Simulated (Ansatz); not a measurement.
# AlH₅OSi: what the fields show

```xyz
8

Al   -0.1576    0.0868    0.0899
H    -0.0271    0.4737    1.6370
O     1.1462   -0.7303   -0.6607
Si    2.4427   -1.5516   -1.3826
H     1.9341   -2.6859   -2.2298
H     3.2267   -0.6081   -2.2531
H     3.3618   -2.1152   -0.3327
H    -1.4504    0.4292   -0.7880
```

The calculation used RKS B3LYP/6-31G (Ansatz 0.2.0).

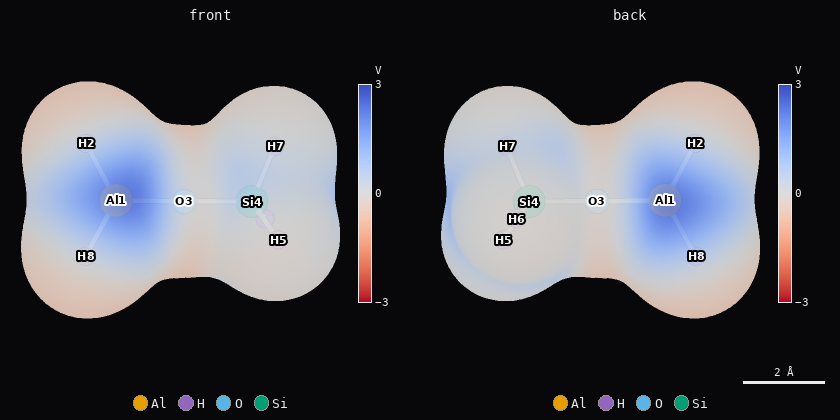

Figure 1. The molecular electrostatic potential painted on the density surface at 0.001 e/bohr³, seen from the front and from behind; the colour scale runs from red (negative) to blue (positive).

Question: Describe the electrostatic potential map.

Answer: The most negative region (about −0.5 V, or −12 kcal/mol for a unit charge) lies over H2 and H8, the most positive (about +2.2 V, or +51 kcal/mol for a unit charge) over Al1.

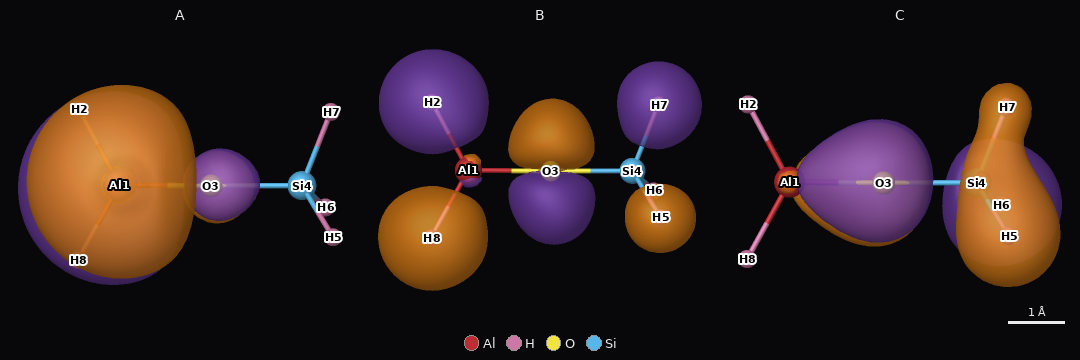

Figure 2. Three frontier orbitals at ±0.08 Å⁻³ᐟ² (orange and purple are the two phases), in no order.

Question: Order the three orbitals by energy and name them.

Answer: C is the HOMO−1 (−8.26 eV). Its weight (Hirshfeld) is mainly on O3 (about 55 %), Si4 (about 15 %), H6 (about 15 %) and H5 (about 5 %). B is the HOMO (−7.59 eV). Its weight (Hirshfeld) is mainly on O3 (about 40 %), H2 (about 15 %), H8 (about 15 %) and Al1 (about 15 %). A is the LUMO (−1.27 eV). By Hirshfeld shares it lies mainly on Al1 (about 80 %) and O3 (about 10 %).

Question: What is the HOMO–LUMO gap?

Answer: 6.32 eV between the orbital energies.

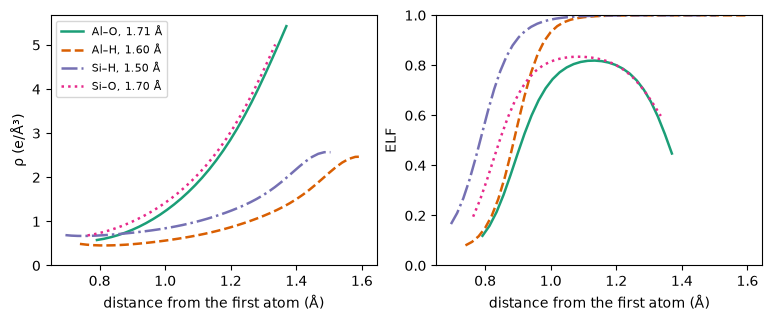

Figure 3. Electron density and ELF along straight lines between neighbouring atoms. The curves leave out the atomic cores.

Question: Compare the contacts.

Answer: Al–O (1.71 Å): ρ at the midpoint is about 0.69 e/Å³; the ELF peaks at about 0.80 in the valence shell of O, 0.6 Å from its nucleus, and is about 0.30 at the midpoint.
Al–H (1.60 Å): ρ is about 0.46 e/Å³ halfway; the ELF climbs to about 1 towards the hydrogen.
Si–H (1.50 Å): the density is about 0.67 e/Å³ at the midpoint; the ELF climbs to about 1 towards the hydrogen.
Si–O (1.70 Å): ρ is about 0.84 e/Å³ halfway; the ELF peaks at about 0.85 between the atoms; a polar covalent bond.
